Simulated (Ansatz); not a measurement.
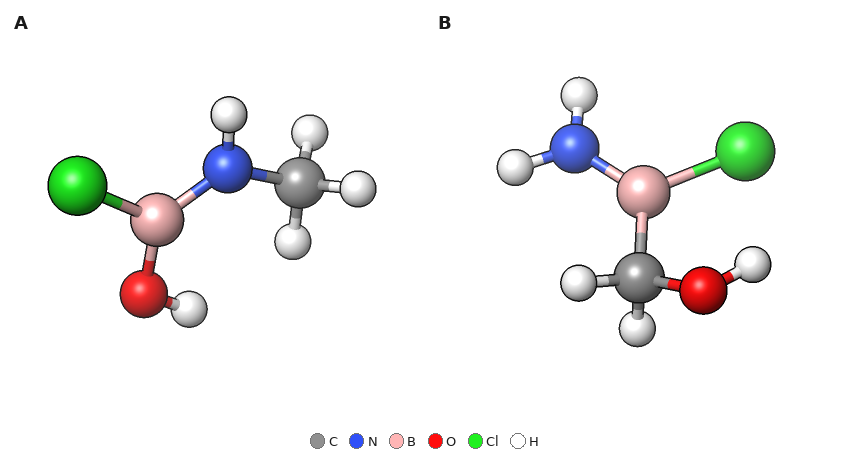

2 stationary structures of one formula. Geometries: PBE-D4/def2-SVP. Electronic energies: PBE-D4/def2-SVP (Ansatz 0.2.0), without zero-point energy. No frequency run is at hand to confirm each as a minimum. Each is one conformer, not always the lowest.

> Are they conformers, stereoisomers or constitutional isomers?

They are constitutional isomers of CH5BClNO: A `CNB(O)Cl`, B `NB(Cl)CO`.

> Rank them by energy, lowest first.

A is lowest; B lies 1.362 eV above it.
